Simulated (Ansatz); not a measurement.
**The cluster SnF2: geometry, orbitals and charge**

What does the cluster SnF2 look like as a singlet, and where do its frontier electrons sit?

Method: RKS PBE0-D4/def2-TZVP; program: Ansatz 0.2.0, Gaussian basis.

Plan: relaxation at PBE-D4/def2-TZVP; a single point at PBE0-D4/def2-TZVP; harmonic vibrations at PBE-D4/def2-TZVP.

### 1 The system as given

3 atoms, charge 0, spin multiplicity 1.

Atoms are counted from 1 here; the program's logs count them from 0.

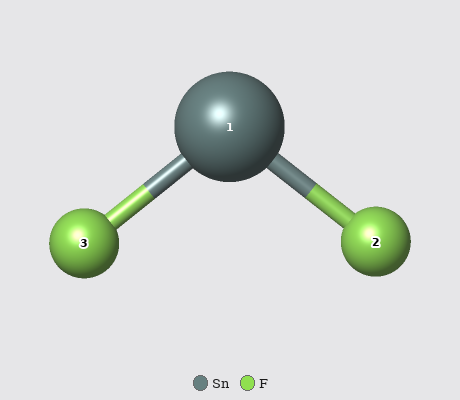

The starting geometry (tin teal, fluorine green); atoms are numbered from 1 in the order of the file.

Sn takes a core potential in the def2 sets. No spin-orbit coupling is included.

The start is a GFN1-xTB geometry.

### 2 Optimising with PBE-D4/def2-TZVP

Input file in.yaml:

```yaml
crystal:
  periodic: [false, false, false]
  atoms:
    - {symbol: Sn, position_ang: [0.213140, 0.778760, -0.087650]}
    - {symbol: F, position_ang: [1.343450, -0.815770, -0.226410]}
    - {symbol: F, position_ang: [-1.556590, 0.037000, 0.314060]}
basis:
  gaussian: {orbitals: def2-TZVP}
hamiltonian: {xc: pbe, dispersion: d4}
scf: {lower_state_search: "off"}
output: {orbitals: {seedname: orbitals}}
relax: {f_tol: 0.02, max_steps: 100}
```

Started as:

```console
ansatz run in.yaml --threads 4 --pin off --events-out ev --progress --plain --max-ram 3916MiB
```

The program printed:

```text
Functional definition: PBE
  name "PBE"
  cite "Perdew, Burke & Ernzerhof, Phys. Rev. Lett. 77, 3865 (1996) doi:10.1103/PhysRevLett.77.3865"
  parent pbe
  parameter kappa = 0.804
  parameter beta = 0.06672455060314922
  exchange = pbe_x(kappa = kappa, mu = beta*pi^2/3)
  correlation = pbe_c(beta = beta)
these checks for a lower state are left out or cut short: stability, starts, cluster_reference, orbital_swaps, neighbouring_geometries, increment
700 factors; their error is unknown
mean field evaluation 1: about -11259.1547 eV, gradient 6.3e1 eV
mean field evaluation 2: about -11164.6092 eV, gradient 2.3e2 eV
mean field evaluation 4: about -11265.0895 eV, gradient 7.1e0 eV
mean field evaluation 8: about -11265.1827 eV, gradient 6.9e-2 eV
mean field evaluation 16: about -11265.1772 eV, gradient 1.4e-4 eV
mean field -11265.17716557 eV, -413.9876250233 hartree, gradient 1.5e-6 eV, S^2 0.000000; 0 other end points of the search recorded, 0 dependent functions left out
the calculation of the forces begins
reference -11265.17720389 eV, -413.9876264316 hartree; 20, 20 occupied and 92, 92 virtual orbitals, 700 factors
relax step   1: F+E_penalty+E_count = -11265.21991962 eV  Δ(F+E_penalty+E_count) = +0.000e0 eV  max|allowed force component| = 4.070e-1 eV/Å  Δτ_max = 0.0000 Å  (21 SCF iters, accepted)
these checks for a lower state are left out or cut short: stability, starts, cluster_reference, orbital_swaps, neighbouring_geometries, increment
700 factors; their error is unknown
mean field -11265.19831487 eV, -413.9884022458 hartree, gradient 2.8e-6 eV, S^2 0.000000; 0 other end points of the search recorded, 0 dependent functions left out
the calculation of the forces begins
reference -11265.19835305 eV, -413.9884036488 hartree; 20, 20 occupied and 92, 92 virtual orbitals, 700 factors
relax step   2: F+E_penalty+E_count = -11265.24141762 eV  Δ(F+E_penalty+E_count) = -2.150e-2 eV  max|allowed force component| = 1.450e-1 eV/Å  Δτ_max = 0.0707 Å  (20 SCF iters, accepted)
these checks for a lower state are left out or cut short: stability, starts, cluster_reference, orbital_swaps, neighbouring_geometries, increment
700 factors; their error is unknown
mean field evaluation 32: about -11265.2012 eV, gradient 5.4e-1 eV
mean field -11265.19890218 eV, -413.9884238291 hartree, gradient 2.3e-6 eV, S^2 0.000000; 0 other end points of the search recorded, 0 dependent functions left out
the calculation of the forces begins
reference -11265.19894034 eV, -413.9884252315 hartree; 20, 20 occupied and 92, 92 virtual orbitals, 700 factors
relax step   3: F+E_penalty+E_count = -11265.24203403 eV  Δ(F+E_penalty+E_count) = -6.164e-4 eV  max|allowed force component| = 4.252e-2 eV/Å  Δτ_max = 0.0033 Å  (23 SCF iters, accepted)
these checks for a lower state are left out or cut short: stability, starts, cluster_reference, orbital_swaps, neighbouring_geometries, increment
700 factors; their error is unknown
mean field -11265.19895172 eV, -413.9884256495 hartree, gradient 2.4e-6 eV, S^2 0.000000; 0 other end points of the search recorded, 0 dependent functions left out
the calculation of the forces begins
reference -11265.19898987 eV, -413.9884270515 hartree; 20, 20 occupied and 92, 92 virtual orbitals, 700 factors
relax step   4: F+E_penalty+E_count = -11265.24210172 eV  Δ(F+E_penalty+E_count) = -6.769e-5 eV  max|allowed force component| = 3.567e-4 eV/Å  Δτ_max = 0.0024 Å  (24 SCF iters, accepted)
Total energy: -11265.24213987 eV, -413.9900127850 hartree
Atom 0 at     0.227622     0.833105    -0.093687 Å, force    -0.000048    -0.000121     0.000017 eV/Å
Atom 1 at     1.270282    -0.823724    -0.211095 Å, force     0.000357    -0.000044    -0.000070 eV/Å
Atom 2 at    -1.497904    -0.009390     0.304782 Å, force    -0.000309     0.000165     0.000053 eV/Å
Dipole moment:     0.199703     0.730914    -0.082195 e Å
Checks for a lower state left out: stability, starts, cluster_reference, orbital_swaps, neighbouring_geometries, increment
```

It took 2 s on 4 threads of Arm Neoverse V1, shared host.

Relaxation path:

| step | energy from step 1 (eV) | largest force component (eV/Å) |
| --- | --- | --- |
| 1 | 0.0000 | 0.4070 |
| 2 | -0.0215 | 0.1450 |
| 3 | -0.0221 | 0.0425 |
| 4 | -0.0222 | 0.0004 |

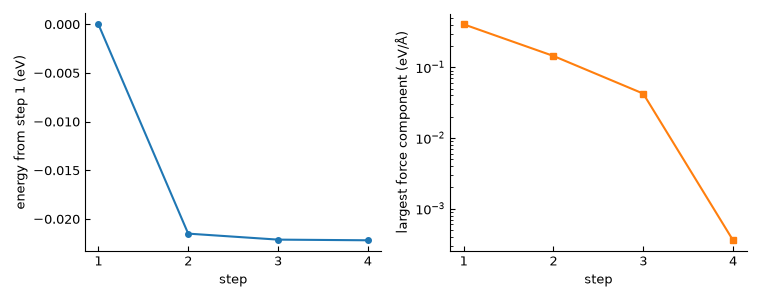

Energy and largest force along the relaxation.

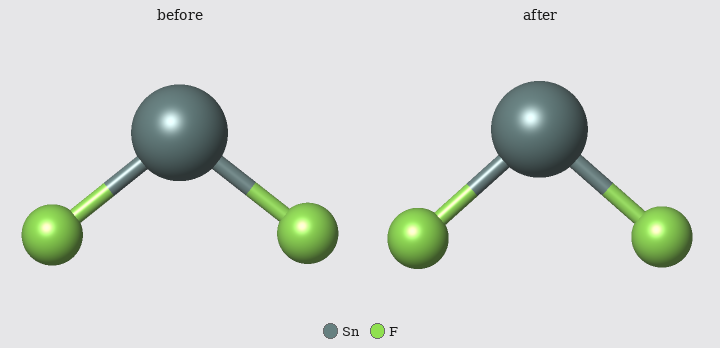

Before and after, at one scale.

Distances of close pairs at the start and the end, largest changes first:

| bond | before (Å) | after (Å) | change (Å) |
| --- | --- | --- | --- |
| Sn1–F2 | 1.959 | 1.961 | +0.002 |
| Sn1–F3 | 1.960 | 1.961 | +0.001 |

Bonds by kind at the end (by distance):

| bond | count | shortest (Å) | longest (Å) |
| --- | --- | --- | --- |
| F–Sn | 2 | 1.961 | 1.961 |

### 3 Single point, PBE0-D4/def2-TZVP

start.molden holds the orbitals of an earlier run on this state, given as this run's starting guess.

Input file in.yaml:

```yaml
crystal:
  periodic: [false, false, false]
  atoms:
    - {symbol: Sn, position_ang: [0.227622, 0.833105, -0.093687]}
    - {symbol: F, position_ang: [1.270282, -0.823724, -0.211095]}
    - {symbol: F, position_ang: [-1.497904, -0.009390, 0.304782]}
basis:
  gaussian: {orbitals: def2-TZVP, initial_orbitals: start.molden}
hamiltonian: {xc: pbe0, dispersion: d4}
output: {orbitals: {seedname: orbitals}}
```

Launched as before.

The program printed:

```text
Functional definition: PBE0
  name "PBE0"
  cite "Adamo & Barone, J. Chem. Phys. 110, 6158 (1999) doi:10.1063/1.478522"
  cite "Perdew, Burke & Ernzerhof, Phys. Rev. Lett. 77, 3865 (1996) doi:10.1103/PhysRevLett.77.3865"
  parent pbe
  parameter a = 0.25
  parameter kappa = 0.804
  parameter beta = 0.06672455060314922
  exchange = (1 - a)*pbe_x(kappa = kappa, mu = beta*pi^2/3) + a*exact_x
  correlation = pbe_c(beta = beta)
773 factors; their error is unknown
mean field evaluation 1: about -11264.8375 eV, gradient 8.6e0 eV
mean field evaluation 2: about -11264.9531 eV, gradient 2.3e-1 eV
mean field evaluation 4: about -11265.0626 eV, gradient 2.4e-1 eV
mean field evaluation 8: about -11265.0627 eV, gradient 1.4e-5 eV
mean field evaluation 16: about -11265.0627 eV, gradient 3.9e-2 eV
mean field -11265.06269260 eV, -413.9834182192 hartree, gradient 1.4e-5 eV, S^2 0.000000; 1 other end points of the search recorded, 0 dependent functions left out
reference -11265.06271816 eV, -413.9834191584 hartree; 20, 20 occupied and 92, 92 virtual orbitals, 773 factors
Total energy: -11265.09858028 eV, -413.9847370672 hartree
```

Run time: 1 s. Hardware: 4 threads of Arm Neoverse V1, shared host.

Report: HOMO -8.79 eV, LUMO -2.87 eV.

Mulliken charges, from this run's orbitals:

| atom | value (e) |
| --- | --- |
| Sn1 | 0.99 |
| F2 | -0.50 |
| F3 | -0.50 |

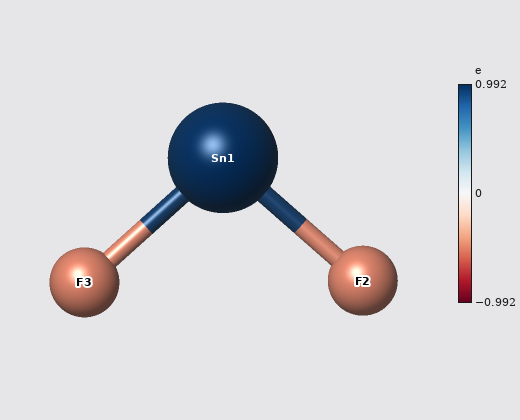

Mulliken charges, from this run's orbitals, as colours on the atoms.

Largest Mayer bond orders: Sn1–F2 0.83; Sn1–F3 0.83.

Orbitals, density, ELF and potential are computed afterwards from the orbital file.

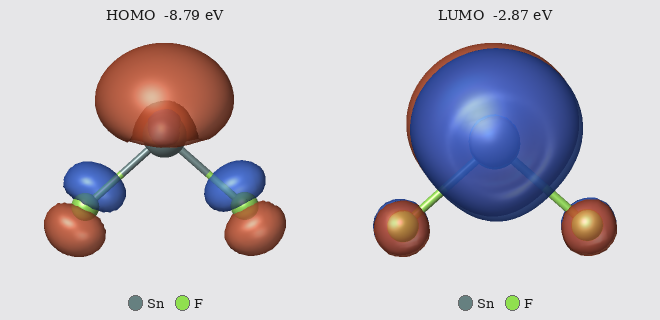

PBE0-D4/def2-TZVP orbitals near the gap, drawn at the value that encloses 70 % of each; the two colours are the two signs.

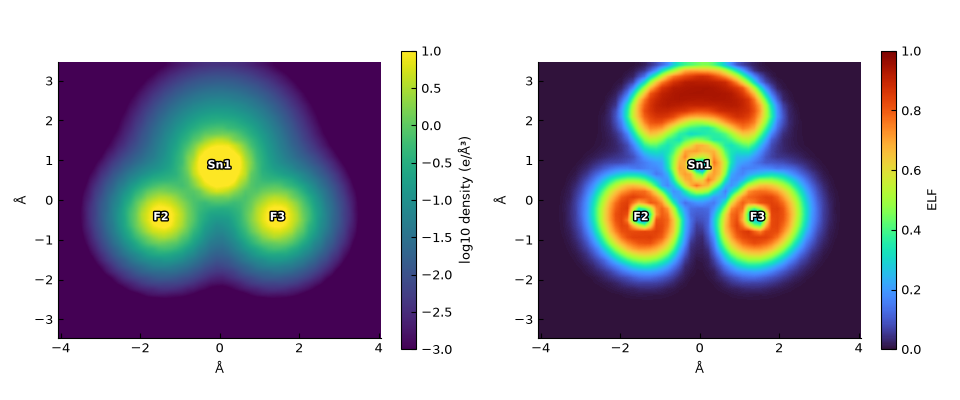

Density (left) and ELF (right) in a plane through or near 3 of the atoms.

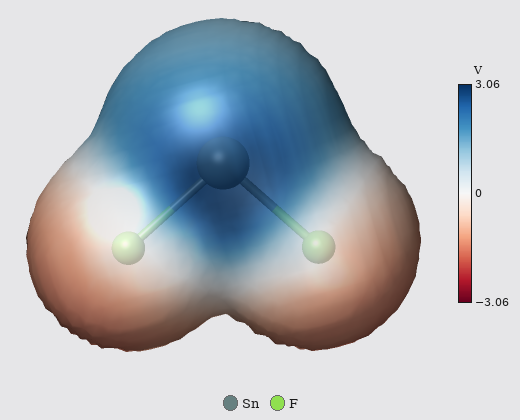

Electrostatic potential on the surface of density 0.002 e/bohr³; red is low, blue high. It runs from -1.59 V near F2 to 3.06 V near Sn1.

### 4 Vibrations by finite differences

Input file in.yaml:

```yaml
crystal:
  periodic: [false, false, false]
  atoms:
    - {symbol: Sn, position_ang: [0.227622, 0.833105, -0.093687]}
    - {symbol: F, position_ang: [1.270282, -0.823724, -0.211095]}
    - {symbol: F, position_ang: [-1.497904, -0.009390, 0.304782]}
basis:
  gaussian: {orbitals: def2-TZVP}
hamiltonian: {xc: pbe, dispersion: d4}
scf: {omitted_lower_state_checks: [starts]}
phonons: {temperatures: {t_min: 298.15, t_max: 900, t_step: 200}}
```

The command is unchanged.

The program printed:

```text
Functional definition: PBE
  name "PBE"
  cite "Perdew, Burke & Ernzerhof, Phys. Rev. Lett. 77, 3865 (1996) doi:10.1103/PhysRevLett.77.3865"
  parent pbe
  parameter kappa = 0.804
  parameter beta = 0.06672455060314922
  exchange = pbe_x(kappa = kappa, mu = beta*pi^2/3)
  correlation = pbe_c(beta = beta)
these checks for a lower state are left out or cut short: starts
700 factors; their error is unknown
mean field evaluation 1: about -11259.1523 eV, gradient 6.3e1 eV
mean field evaluation 2: about -11159.7917 eV, gradient 2.3e2 eV
mean field evaluation 4: about -11265.1070 eV, gradient 7.2e0 eV
mean field evaluation 8: about -11265.2040 eV, gradient 1.9e-1 eV
mean field evaluation 16: about -11265.1990 eV, gradient 2.7e-5 eV
mean field -11265.19895171 eV, -413.9884256491 hartree, gradient 2.7e-5 eV, S^2 0.000000; 0 other end points of the search recorded, 0 dependent functions left out
the calculation of the forces begins
reference -11265.19898986 eV, -413.9884270511 hartree; 20, 20 occupied and 92, 92 virtual orbitals, 700 factors
these checks for a lower state are left out or cut short: stability, starts, cluster_reference, orbital_swaps, neighbouring_geometries, increment
700 factors; their error is unknown
mean field -11265.19891171 eV, -413.9884241794 hartree, gradient 2.4e-6 eV, S^2 0.000000; 0 other end points of the search recorded, 0 dependent functions left out
the calculation of the forces begins
reference -11265.19894987 eV, -413.9884255815 hartree; 20, 20 occupied and 92, 92 virtual orbitals, 700 factors
these checks for a lower state are left out or cut short: stability, starts, cluster_reference, orbital_swaps, neighbouring_geometries, increment
700 factors; their error is unknown
mean field evaluation 32: about -11265.1989 eV, gradient 8.8e-7 eV
mean field -11265.19890634 eV, -413.9884239818 hartree, gradient 2.4e-6 eV, S^2 0.000000; 0 other end points of the search recorded, 0 dependent functions left out
the calculation of the forces begins
reference -11265.19894449 eV, -413.9884253837 hartree; 20, 20 occupied and 92, 92 virtual orbitals, 700 factors
these checks for a lower state are left out or cut short: stability, starts, cluster_reference, orbital_swaps, neighbouring_geometries, increment
700 factors; their error is unknown
mean field -11265.19894271 eV, -413.9884253186 hartree, gradient 2.3e-6 eV, S^2 0.000000; 0 other end points of the search recorded, 0 dependent functions left out
the calculation of the forces begins
reference -11265.19898087 eV, -413.9884267208 hartree; 20, 20 occupied and 92, 92 virtual orbitals, 700 factors
these checks for a lower state are left out or cut short: stability, starts, cluster_reference, orbital_swaps, neighbouring_geometries, increment
700 factors; their error is unknown
mean field -11265.19892390 eV, -413.9884246271 hartree, gradient 2.4e-6 eV, S^2 0.000000; 0 other end points of the search recorded, 0 dependent functions left out
the calculation of the forces begins
reference -11265.19896204 eV, -413.9884260289 hartree; 20, 20 occupied and 92, 92 virtual orbitals, 700 factors
these checks for a lower state are left out or cut short: stability, starts, cluster_reference, orbital_swaps, neighbouring_geometries, increment
700 factors; their error is unknown
mean field -11265.19893332 eV, -413.9884249733 hartree, gradient 2.3e-6 eV, S^2 0.000000; 0 other end points of the search recorded, 0 dependent functions left out
the calculation of the forces begins
reference -11265.19897147 eV, -413.9884263754 hartree; 20, 20 occupied and 92, 92 virtual orbitals, 700 factors
these checks for a lower state are left out or cut short: stability, starts, cluster_reference, orbital_swaps, neighbouring_geometries, increment
700 factors; their error is unknown
mean field evaluation 64: about -11265.1989 eV, gradient 8.7e-7 eV
mean field -11265.19892603 eV, -413.9884247056 hartree, gradient 2.4e-6 eV, S^2 0.000000; 0 other end points of the search recorded, 0 dependent functions left out
the calculation of the forces begins
reference -11265.19896418 eV, -413.9884261076 hartree; 20, 20 occupied and 92, 92 virtual orbitals, 700 factors
Total energy: -11265.24213986 eV, -413.9900127847 hartree
Atom 0 at     0.227622     0.833105    -0.093687 Å, force    -0.000033    -0.000121     0.000014 eV/Å
Atom 1 at     1.270282    -0.823724    -0.211095 Å, force     0.000353    -0.000038    -0.000069 eV/Å
Atom 2 at    -1.497904    -0.009390     0.304782 Å, force    -0.000320     0.000160     0.000056 eV/Å
Dipole moment:     0.199700     0.730914    -0.082195 e Å
Vibrations: 178.74 555.37 570.87 cm⁻¹, zero-point energy 0.080899 eV
Checks for a lower state left out: starts
```

It took 3.4 s on 4 threads of Arm Neoverse V1, shared host.

Motions are named by where the mode's potential energy lies. The modes, unscaled (a negative number is an imaginary wavenumber):

| mode | cm⁻¹ | motion |
| --- | --- | --- |
| 1 | 179 | bend |
| 2 | 555 | Sn–F stretch |
| 3 | 571 | Sn–F stretch |

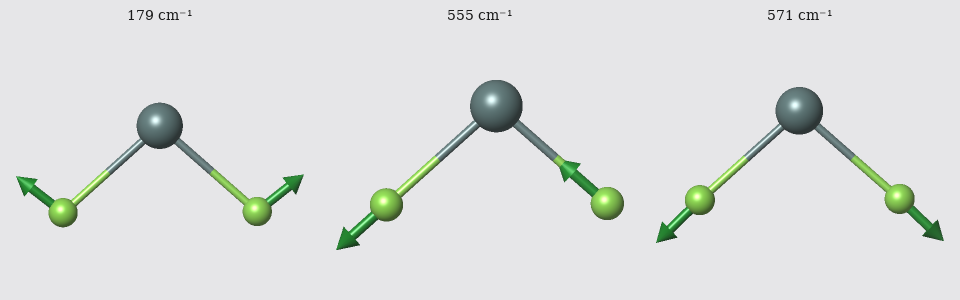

Displacements of 3 modes, as arrows.

### 5 Summary of results

```
                       quantity                           value
                    point group                             C2v
                 commonest bond  F–Sn, 2 of mean length 1.961 Å
HOMO, LUMO at PBE0-D4/def2-TZVP                 -8.79, -2.87 eV
     dipole at PBE-D4/def2-TZVP                          3.66 D
     lowest, highest wavenumber                   179, 571 cm⁻¹
```

In words: The molecule keeps its bonding pattern by the stored test; the atoms moved 0.07 Å (rms). All wavenumbers are real: a minimum at this level. The HOMO lies nearest to Sn1 59 %; F2, F3 about 21 % each and the LUMO to Sn1 82 %; F2, F3 about 9 % each. Whether this spin is the lowest isn't tested here.
